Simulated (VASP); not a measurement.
Shape and ions are relaxed at each volume.

Energy against volume of Ti (hcp). Level of theory: TPSS meta-GGA, VASP's PBE PAW potentials (set 64) (plane waves; VASP).

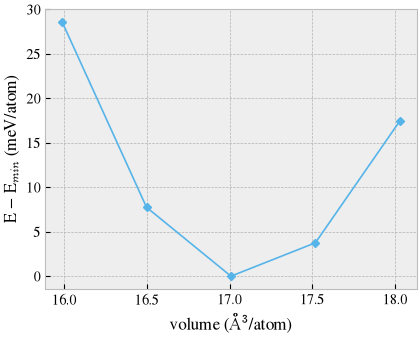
*Energy against volume*

Question: Estimate the equilibrium volume and the bulk modulus.

Answer: The minimum lies near 17.1 Å³/atom, and the curvature gives B0 of about 120 GPa.

Measured: bulk modulus 108 GPa at 0 K (computed value off by +8.6 %), as given by Vázquez-Parga, Fernández-Martínez, Viñes, J. Chem. Theory Comput. (2023), doi:10.1021/acs.jctc.3c00612, Supporting … [zero-point energy and finite temperature contributions removed].

The compound is Ti in the hcp structure. It was relaxed first.
